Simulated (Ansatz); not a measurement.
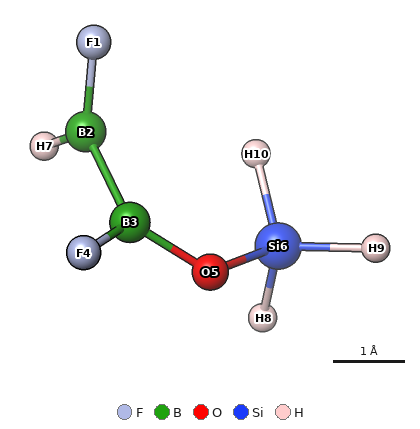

*The structure as given in the input (ball-and-stick view, seen at a tilt; atoms are numbered from 1 in the order of the input).*

Bond lengths as drawn: B–B 1.71 Å, B–F 1.32 to 1.33 Å, B–H 1.19 Å, B–O 1.36 Å, H–Si 1.44 to 1.45 Å and O–Si 1.71 Å.

# Nudged elastic band, with input and output: B2SiH4OF2

B2SiH4OF2, SMILES FBB(F)O[SiH3], computed with RKS r2SCANh-D4/STO-3G (Ansatz 0.2.0).

One setting was made poor on purpose. It belongs to a series of runs on one base structure; here: band between the two ends. Figures and captions count atoms from 1; the log counts them from 0 in places.

## Input
```yaml
crystal:
  periodic: [false, false, false]
  atoms:
    - { symbol: F, position_ang: [1.599924, 0.609501, 2.007888] }
    - { symbol: B, position_ang: [0.566915, -0.09893, 1.601684] }
    - { symbol: B, position_ang: [0.621489, -1.125213, 0.239841] }
    - { symbol: F, position_ang: [1.184585, -2.329092, 0.325481] }
    - { symbol: O, position_ang: [0.080716, -0.846057, -0.981209] }
    - { symbol: Si, position_ang: [-0.719073, 0.629831, -1.283932] }
    - { symbol: H, position_ang: [-0.418521, 0.003434, 2.257987] }
    - { symbol: H, position_ang: [-2.143725, 0.385215, -1.316674] }
    - { symbol: H, position_ang: [-0.273539, 1.098921, -2.575492] }
    - { symbol: H, position_ang: [-0.415671, 1.621289, -0.272674] }
basis:
  gaussian: { orbitals: STO-3G }
hamiltonian:
  xc: r2scanh
  dispersion: d4
neb:
  order_check: false
  images: 5
  f_tol: 0.05
  max_iterations: 60
  spring: 50.0
  final_atoms:
    - { symbol: F, position_ang: [0.9798507, 0.44212117, 2.41980232] }
    - { symbol: B, position_ang: [0.22632489, -0.31733973, 1.65241805] }
    - { symbol: B, position_ang: [0.78915386, -1.02450444, 0.20524174] }
    - { symbol: F, position_ang: [1.57231021, -2.10128302, 0.23906052] }
    - { symbol: O, position_ang: [0.46809705, -0.60569154, -1.05295569] }
    - { symbol: Si, position_ang: [-0.55571231, 0.73509066, -1.30627498] }
    - { symbol: H, position_ang: [-0.88267084, -0.49970583, 2.0372869] }
    - { symbol: H, position_ang: [-0.63091286, 1.57976662, -0.132699] }
    - { symbol: H, position_ang: [-1.87680867, 0.2562966, -1.64687233] }
    - { symbol: H, position_ang: [-0.00653203, 1.4841485, -2.41210754] }
  initial_path:
    images:
      - { positions_ang: [[1.599924, 0.609501, 2.007888], [0.566915, -0.09893, 1.601684], [0.621489, -1.125213, 0.239841], [1.184585, -2.329092, 0.325481], [0.080716, -0.846057, -0.981209], [-0.719073, 0.629831, -1.283932], [-0.418521, 0.003434, 2.257987], [-2.143725, 0.385215, -1.316674], [-0.273539, 1.098921, -2.575492], [-0.415671, 1.621289, -0.272674]] }
      - { positions_ang: [[1.39858151, 0.72589176, 2.06035211], [0.55348969, -0.18594472, 1.68724052], [0.56168689, -1.04703137, 0.24942732], [0.85203004, -2.29942511, 0.22522457], [0.35993671, -0.57172388, -0.92847273], [-0.65083685, 0.66515919, -1.33265253], [-0.19614281, -0.35652994, 2.42161406], [-1.97935235, 0.33779099, -1.10836672], [-0.40297006, 0.86501224, -2.65556121], [-0.41332277, 1.81569984, -0.61590539]] }
      - { positions_ang: [[1.19723902, 0.84228251, 2.11281621], [0.54006438, -0.27295943, 1.77279705], [0.50188478, -0.96884974, 0.25901364], [0.51947508, -2.26975823, 0.12496814], [0.63915742, -0.29739075, -0.87573645], [-0.5826007, 0.70048737, -1.38137306], [0.02623539, -0.71649388, 2.58524112], [-1.8149797, 0.29036698, -0.90005945], [-0.53240112, 0.63110349, -2.73563042], [-0.41097454, 2.01011068, -0.95913678]] }
      - { positions_ang: [[0.99589652, 0.95867327, 2.16528032], [0.52663907, -0.35997415, 1.85835357], [0.44208267, -0.89066812, 0.26859997], [0.18692012, -2.24009134, 0.02471171], [0.91837813, -0.02305763, -0.82300018], [-0.51436455, 0.73581556, -1.4300936], [0.24861358, -1.07645782, 2.74886818], [-1.65060704, 0.24294297, -0.69175217], [-0.66183219, 0.39719473, -2.81569963], [-0.40862631, 2.20452152, -1.30236817]] }
      - { positions_ang: [[0.99054791, 0.78648924, 2.25012099], [0.42653434, -0.34576268, 1.78970839], [0.55777307, -0.93528022, 0.24748056], [0.64871681, -2.1938219, 0.09616131], [0.76828444, -0.21726893, -0.89965201], [-0.52814714, 0.73557393, -1.38882072], [-0.12848123, -0.88420716, 2.51167442], [-1.31070898, 0.68855085, -0.50540111], [-1.06682435, 0.35022869, -2.42609053], [-0.27459488, 1.96439718, -1.67228129]] }
      - { positions_ang: [[0.98519931, 0.6143052, 2.33496166], [0.32642961, -0.3315512, 1.72106322], [0.67346346, -0.97989233, 0.22636115], [1.11051351, -2.14755246, 0.16761092], [0.61819074, -0.41148024, -0.97630385], [-0.54192973, 0.73533229, -1.34754785], [-0.50557603, -0.6919565, 2.27448066], [-0.97081092, 1.13415874, -0.31905006], [-1.47181651, 0.30326265, -2.03648143], [-0.14056345, 1.72427284, -2.04219441]] }
      - { positions_ang: [[0.9798507, 0.44212117, 2.41980232], [0.22632489, -0.31733973, 1.65241805], [0.78915386, -1.02450444, 0.20524174], [1.57231021, -2.10128302, 0.23906052], [0.46809705, -0.60569154, -1.05295569], [-0.55571231, 0.73509066, -1.30627498], [-0.88267084, -0.49970583, 2.0372869], [-0.63091286, 1.57976662, -0.132699], [-1.87680867, 0.2562966, -1.64687233], [-0.00653203, 1.4841485, -2.41210754]] }
```

Command:
```bash
ansatz run input.yaml --threads 1 --pin off --max-ram 2048MiB --backend cpu --events-out ev --progress --plain --runs-dir out
```

## The program's output
```
Engine: ansatz 0.2.0, x86_64-unknown-linux-gnu
Functional definition: r2SCANh
  parameter a = 0.1
  parameter k0 = 0.174
  parameter k1 = 0.065
  parameter a1 = 4.9479
  exchange = (1 - a)*r2scan_x(k0 = k0, k1 = k1, a1 = a1) + a*exact_x
  correlation = r2scan_c
551 factors; integrals over basis functions are off by at most 1.8e-5 eV
mean field evaluation 1: about -16560.0203 eV, gradient 2.3e1 eV
mean field evaluation 2: about -16559.0246 eV, gradient 3.2e1 eV
mean field evaluation 4: about -16561.6826 eV, gradient 1.9e0 eV
mean field evaluation 8: about -16561.6058 eV, gradient 1.3e-1 eV
mean field -16561.60583071 eV, -608.6277884188 hartree, gradient 8.9e-6 eV, S^2 0.000000; 0 other end points of the search recorded, 0 dependent functions left out
the calculation of the forces begins
reference -16561.60583592 eV, -608.6277886105 hartree; 27, 27 occupied and 11, 11 virtual orbitals, 551 factors
553 factors; integrals over basis functions are off by at most 3.1e-5 eV
mean field evaluation 16: about -16560.0200 eV, gradient 2.3e1 eV
mean field -16561.60602782 eV, -608.6277956626 hartree, gradient 9.1e-6 eV, S^2 0.000000; 0 other end points of the search recorded, 0 dependent functions left out
[... from here on the field's lines of each further geometry are left out, up to the last ...]
NEB iter   1: max|band force component| = 9.748e0 eV/Å  barrier→ = 3.6108 eV  barrier← = 3.6110 eV  Δτ_max = 0.1833 Å  (159 SCF iters)
NEB iter   2: max|band force component| = 4.722e0 eV/Å  barrier→ = 1.1796 eV  barrier← = 1.1798 eV  Δτ_max = 0.2000 Å  (130 SCF iters)
NEB iter   3: max|band force component| = 3.482e0 eV/Å  barrier→ = 1.1387 eV  barrier← = 1.1389 eV  Δτ_max = 0.1987 Å  (150 SCF iters)
NEB iter   4: max|band force component| = 1.199e0 eV/Å  barrier→ = 0.7283 eV  barrier← = 0.7285 eV  Δτ_max = 0.2000 Å  (136 SCF iters)
NEB iter   5: max|band force component| = 8.329e-1 eV/Å  barrier→ = 0.5880 eV  barrier← = 0.5883 eV  Δτ_max = 0.1976 Å  (131 SCF iters)
NEB iter   6: max|band force component| = 7.318e-1 eV/Å  barrier→ = 0.4439 eV  barrier← = 0.4441 eV  Δτ_max = 0.1991 Å  (136 SCF iters)
NEB iter   7: max|band force component| = 5.126e-1 eV/Å  barrier→ = 0.3248 eV  barrier← = 0.3251 eV  Δτ_max = 0.1543 Å  (142 SCF iters)
NEB iter   8: max|band force component| = 5.994e-1 eV/Å  barrier→ = 0.2850 eV  barrier← = 0.2853 eV  Δτ_max = 0.2000 Å  (127 SCF iters)
NEB iter   9: max|band force component| = 5.786e0 eV/Å  barrier→ = 0.3691 eV  barrier← = 0.3693 eV  Δτ_max = 0.2000 Å  (129 SCF iters)
NEB iter  10: max|band force component| = 1.053e1 eV/Å  barrier→ = 0.8510 eV  barrier← = 0.8512 eV  Δτ_max = 0.1648 Å  (133 SCF iters)
NEB iter  11: max|band force component| = 7.956e0 eV/Å  barrier→ = 0.8475 eV  barrier← = 0.8477 eV  Δτ_max = 0.1840 Å  (133 SCF iters)
NEB iter  12: max|band force component| = 6.612e0 eV/Å  barrier→ = 0.5661 eV  barrier← = 0.5664 eV  Δτ_max = 0.2000 Å  (132 SCF iters)
NEB iter  13: max|band force component| = 8.374e0 eV/Å  barrier→ = 0.2625 eV  barrier← = 0.2627 eV  Δτ_max = 0.1702 Å  (131 SCF iters)
NEB iter  14: max|band force component| = 1.287e1 eV/Å  barrier→ = 0.2997 eV  barrier← = 0.2999 eV  Δτ_max = 0.1635 Å  (132 SCF iters)
NEB iter  15: max|band force component| = 1.518e1 eV/Å  barrier→ = 0.5551 eV  barrier← = 0.5553 eV  Δτ_max = 0.1748 Å  (129 SCF iters)
NEB iter  16: max|band force component| = 1.228e1 eV/Å  barrier→ = 0.6151 eV  barrier← = 0.6153 eV  Δτ_max = 0.1923 Å  (132 SCF iters)
NEB iter  17: max|band force component| = 7.635e0 eV/Å  barrier→ = 0.5834 eV  barrier← = 0.5836 eV  Δτ_max = 0.1957 Å  (135 SCF iters)
NEB iter  18: max|band force component| = 4.089e0 eV/Å  barrier→ = 0.3644 eV  barrier← = 0.3646 eV  Δτ_max = 0.2000 Å  (137 SCF iters)
NEB iter  19: max|band force component| = 8.962e-1 eV/Å  barrier→ = 0.0822 eV  barrier← = 0.0824 eV  Δτ_max = 0.0721 Å  (140 SCF iters)
NEB iter  20: max|band force component| = 3.676e-1 eV/Å  barrier→ = 0.0430 eV  barrier← = 0.0432 eV  CI = image 2  Δτ_max = 0.0705 Å  (129 SCF iters)
NEB iter  21: max|band force component| = 4.610e-1 eV/Å  barrier→ = 0.0310 eV  barrier← = 0.0312 eV  CI = image 3  Δτ_max = 0.1159 Å  (126 SCF iters)
NEB iter  22: max|band force component| = 5.376e-1 eV/Å  barrier→ = 0.0398 eV  barrier← = 0.0400 eV  CI = image 2  Δτ_max = 0.0586 Å  (128 SCF iters)
NEB iter  23: max|band force component| = 5.283e-1 eV/Å  barrier→ = 0.0295 eV  barrier← = 0.0297 eV  CI = image 3  Δτ_max = 0.1162 Å  (127 SCF iters)
NEB iter  24: max|band force component| = 3.303e-1 eV/Å  barrier→ = 0.0287 eV  barrier← = 0.0289 eV  CI = image 3  Δτ_max = 0.0511 Å  (126 SCF iters)
NEB iter  25: max|band force component| = 1.318e-1 eV/Å  barrier→ = 0.0282 eV  barrier← = 0.0284 eV  CI = image 3  Δτ_max = 0.0495 Å  (122 SCF iters)
NEB iter  26: max|band force component| = 8.750e-2 eV/Å  barrier→ = 0.0276 eV  barrier← = 0.0279 eV  CI = image 3  Δτ_max = 0.0437 Å  (124 SCF iters)
NEB iter  27: max|band force component| = 3.436e-2 eV/Å  barrier→ = 0.0271 eV  barrier← = 0.0273 eV  CI = image 3  Δτ_max = 0.0442 Å  (119 SCF iters)
NEB iter  28: max|band force component| = 1.256e0 eV/Å  barrier→ = 0.0264 eV  barrier← = 0.0267 eV  CI = image 3  Δτ_max = 0.0221 Å  (26 SCF iters)
NEB iter  29: max|band force component| = 6.790e-1 eV/Å  barrier→ = 0.0256 eV  barrier← = 0.0258 eV  CI = image 3  Δτ_max = 0.0442 Å  (131 SCF iters)
NEB iter  30: max|band force component| = 6.244e-2 eV/Å  barrier→ = 0.0247 eV  barrier← = 0.0249 eV  CI = image 3  Δτ_max = 0.0419 Å  (130 SCF iters)
NEB iter  31: max|band force component| = 7.974e-2 eV/Å  barrier→ = 0.0236 eV  barrier← = 0.0238 eV  CI = image 3  Δτ_max = 0.0210 Å  (122 SCF iters)
NEB iter  32: max|band force component| = 6.502e-2 eV/Å  barrier→ = 0.0231 eV  barrier← = 0.0233 eV  CI = image 3  Δτ_max = 0.0210 Å  (127 SCF iters)
the calculation of the forces begins
reference -16561.60338231 eV, -608.6276984418 hartree; 27, 27 occupied and 11, 11 virtual orbitals, 553 factors
552 factors; integrals over basis functions are off by at most 2.1e-5 eV
mean field evaluation 1280: about -16561.6702 eV, gradient 3.8e-1 eV
mean field -16561.58301523 eV, -608.6269499654 hartree, gradient 1.0e-5 eV, S^2 0.000000; 1 other end points of the search recorded, 0 dependent functions left out
the calculation of the forces begins
reference -16561.58302059 eV, -608.6269501626 hartree; 27, 27 occupied and 11, 11 virtual orbitals, 552 factors
NEB iter  33: max|band force component| = 2.963e-2 eV/Å  barrier→ = 0.0225 eV  barrier← = 0.0227 eV  CI = image 3  Δτ_max = 0.0000 Å  (238 SCF iters)
```

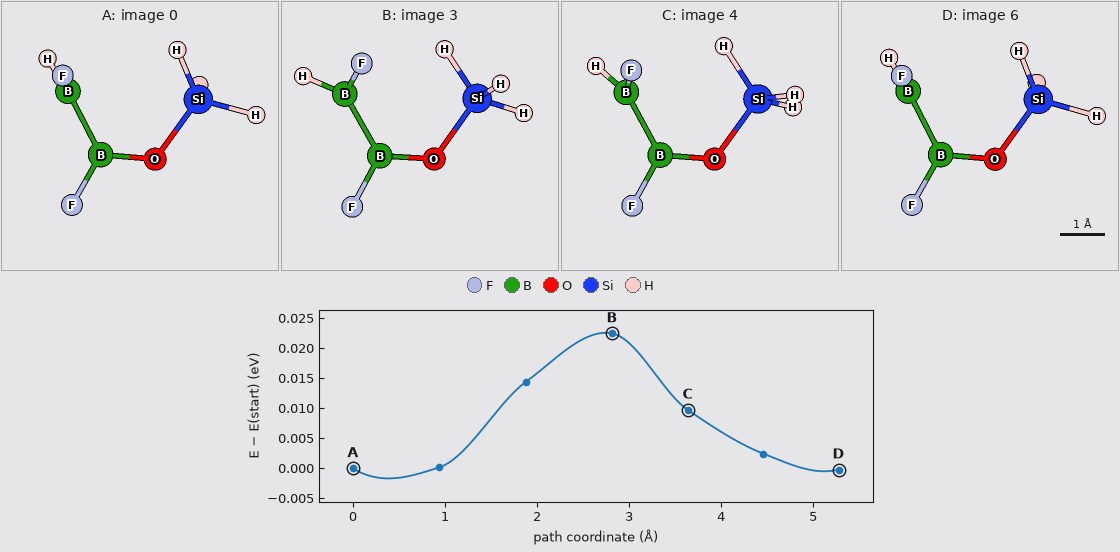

*Images of the last band (counted from 0; ball-and-stick, seen at a tilt) above the energy along the path; the line is a cubic interpolation that uses the forces.*

The highest image is number 3, 0.022 eV above the start and 0.023 eV above the end (the climbing image); start and end have the same energy. The path is 5.28 Å long. The band converged in 33 iterations.

```
Total energy: -16561.63578720 eV, -608.6288892998 hartree
Atom 0 at     0.770086     0.899163     1.978800 Å, force     0.000155    -0.009975     0.013520 eV/Å
Atom 1 at     0.325513    -0.298509     1.658122 Å, force     0.005863     0.000462    -0.016707 eV/Å
Atom 2 at     0.721755    -1.068885     0.187973 Å, force    -0.003081     0.000635     0.002996 eV/Å
Atom 3 at     1.462085    -2.175326     0.209130 Å, force     0.006983     0.000030     0.002063 eV/Å
Atom 4 at     0.314834    -0.694704    -1.060911 Å, force     0.001238     0.004542    -0.004924 eV/Å
Atom 5 at    -0.595418     0.731985    -1.294771 Å, force    -0.000218    -0.005014     0.005061 eV/Å
Atom 6 at    -0.373103    -0.823242     2.461591 Å, force    -0.008287     0.009715    -0.000775 eV/Å
Atom 7 at    -1.662627     0.838220    -0.323897 Å, force     0.001583     0.002666     0.002880 eV/Å
Atom 8 at    -1.144863     0.651092    -2.625536 Å, force    -0.004480    -0.001882    -0.000301 eV/Å
Atom 9 at     0.264841     1.889104    -1.187599 Å, force     0.000245    -0.001180    -0.003813 eV/Å
Dipole moment:    -0.126884     0.292814    -0.111672 e Å
this run last wrote the band of iteration 33 to [file]; this run last wrote the band within `neb.f_tol` of iteration 27 to [file]
```

## The last band as extended XYZ (Å, eV, eV/Å)
```
10
Properties=species:S:1:pos:R:3:forces:R:3 image=0 energy=-16561.65825
F     1.5999    0.6095    2.0079   -0.0283  -0.0156  -0.0089
B     0.5669   -0.0989    1.6017    0.0197   0.0070   0.0153
B     0.6215   -1.1252    0.2398   -0.0053   0.0066  -0.0083
F     1.1846   -2.3291    0.3255    0.0011   0.0027   0.0027
O     0.0807   -0.8461   -0.9812    0.0028  -0.0074   0.0052
Si   -0.7191    0.6298   -1.2839   -0.0124   0.0200  -0.0102
H    -0.4185    0.0034    2.2580    0.0098   0.0027  -0.0086
H    -2.1437    0.3852   -1.3167    0.0279   0.0065   0.0031
H    -0.2735    1.0989   -2.5755   -0.0088  -0.0092   0.0255
H    -0.4157    1.6213   -0.2727   -0.0067  -0.0134  -0.0159
10
Properties=species:S:1:pos:R:3:forces:R:3 image=1 energy=-16561.65809
F     1.4577    0.4432    2.2623    0.0003   0.0025   0.0003
B     0.4697   -0.1323    1.6114   -0.0020  -0.0065   0.0039
B     0.7085   -1.0860    0.2176    0.0059  -0.0037   0.0014
F     1.3708   -2.2397    0.2819   -0.0047   0.0039   0.0012
O     0.2281   -0.7846   -1.0240   -0.0019   0.0006  -0.0074
Si   -0.6915    0.6326   -1.2809   -0.0007  -0.0012   0.0017
H    -0.6168    0.0502    2.0567    0.0046   0.0058  -0.0024
H    -2.0570    0.4166   -0.8591   -0.0014  -0.0019  -0.0020
H    -0.6513    0.8899   -2.6996    0.0018   0.0012   0.0005
H    -0.1352    1.7590   -0.5635   -0.0018  -0.0006   0.0029
10
Properties=species:S:1:pos:R:3:forces:R:3 image=2 energy=-16561.64389
F     1.1718    0.6626    2.1995    0.0074   0.0019   0.0098
B     0.3756   -0.2251    1.6426    0.0001  -0.0033  -0.0069
B     0.7635   -1.0440    0.1989    0.0041  -0.0193   0.0092
F     1.5128   -2.1449    0.2323   -0.0024   0.0136   0.0070
O     0.3267   -0.7061   -1.0497    0.0049  -0.0136  -0.0230
Si   -0.6518    0.6728   -1.2921   -0.0103   0.0040  -0.0008
H    -0.6475   -0.4282    2.2109   -0.0025   0.0083  -0.0032
H    -1.8759    0.5795   -0.5284   -0.0051  -0.0040   0.0017
H    -0.9514    0.7105   -2.7022    0.0002   0.0023   0.0006
H     0.0594    1.8719   -0.9088    0.0036   0.0100   0.0057
10
Properties=species:S:1:pos:R:3:forces:R:3 image=3 energy=-16561.63578
F     0.7701    0.8992    1.9788    0.0002  -0.0100   0.0135
B     0.3255   -0.2985    1.6581    0.0059   0.0005  -0.0167
B     0.7218   -1.0689    0.1880   -0.0031   0.0006   0.0030
F     1.4621   -2.1753    0.2091    0.0070   0.0000   0.0021
O     0.3148   -0.6947   -1.0609    0.0012   0.0045  -0.0049
Si   -0.5954    0.7320   -1.2948   -0.0002  -0.0050   0.0051
H    -0.3731   -0.8232    2.4616   -0.0083   0.0097  -0.0008
H    -1.6626    0.8382   -0.3239    0.0016   0.0027   0.0029
H    -1.1449    0.6511   -2.6255   -0.0045  -0.0019  -0.0003
H     0.2648    1.8891   -1.1876    0.0002  -0.0012  -0.0038
10
Properties=species:S:1:pos:R:3:forces:R:3 image=4 energy=-16561.64850
F     0.9650    0.7084    2.1885   -0.0152  -0.0223  -0.0044
B     0.3034   -0.2960    1.6511    0.0239   0.0292   0.0034
B     0.7704   -1.0355    0.1871    0.0087  -0.0115  -0.0065
F     1.5616   -2.1066    0.2095   -0.0018   0.0033  -0.0017
O     0.3636   -0.6672   -1.0631   -0.0080   0.0129   0.0117
Si   -0.6093    0.7167   -1.2950    0.0046  -0.0136   0.0000
H    -0.6428   -0.6739    2.2602   -0.0133  -0.0049   0.0017
H    -1.4194    1.0019   -0.1301    0.0030   0.0032   0.0023
H    -1.4538    0.4515   -2.4340   -0.0053  -0.0031   0.0002
H     0.2443    1.8496   -1.5713    0.0033   0.0068  -0.0067
10
Properties=species:S:1:pos:R:3:forces:R:3 image=5 energy=-16561.65579
F     1.0080    0.5821    2.3004    0.0012  -0.0001   0.0016
B     0.2823   -0.3100    1.6596   -0.0060   0.0009   0.0021
B     0.7738   -1.0305    0.1939    0.0056  -0.0086   0.0074
F     1.5560   -2.1087    0.2116   -0.0022   0.0058   0.0010
O     0.3935   -0.6367   -1.0549    0.0044  -0.0042  -0.0155
Si   -0.5933    0.7307   -1.3046   -0.0016   0.0044   0.0044
H    -0.7434   -0.6085    2.1792   -0.0001   0.0006  -0.0024
H    -1.0269    1.3161   -0.0536    0.0018   0.0024   0.0011
H    -1.7394    0.3130   -2.0769   -0.0015  -0.0009   0.0025
H     0.1724    1.7012   -2.0519   -0.0015  -0.0004  -0.0023
10
Properties=species:S:1:pos:R:3:forces:R:3 image=6 energy=-16561.65846
F     0.9799    0.4421    2.4198   -0.0182  -0.0141  -0.0143
B     0.2263   -0.3173    1.6524    0.0238   0.0053   0.0100
B     0.7892   -1.0245    0.2052    0.0022  -0.0006  -0.0049
F     1.5723   -2.1013    0.2391   -0.0052   0.0053   0.0049
O     0.4681   -0.6057   -1.0530    0.0057  -0.0088   0.0022
Si   -0.5557    0.7351   -1.3063   -0.0215   0.0195  -0.0096
H    -0.8827   -0.4997    2.0373   -0.0017   0.0035  -0.0002
H    -0.6309    1.5798   -0.1327   -0.0006  -0.0045  -0.0119
H    -1.8768    0.2563   -1.6469    0.0236   0.0067   0.0063
H    -0.0065    1.4841   -2.4121   -0.0082  -0.0123   0.0176
```

## Summary

```json
{"quantity": "outcome", "value": "converged"}
{"quantity": "barrier, forward", "value": "0.022 eV"}
{"quantity": "barrier, backward", "value": "0.023 eV"}
{"quantity": "hardware", "value": "1 thread of Intel Xeon (Sapphire Rapids), 64 GiB of memory available, shared host"}
{"quantity": "wall time", "value": "6.6 min"}
{"quantity": "peak memory", "value": "0.14 GiB"}
```

## Remarks

A deliberately poor setting: spring. The order of the saddle point was not checked.
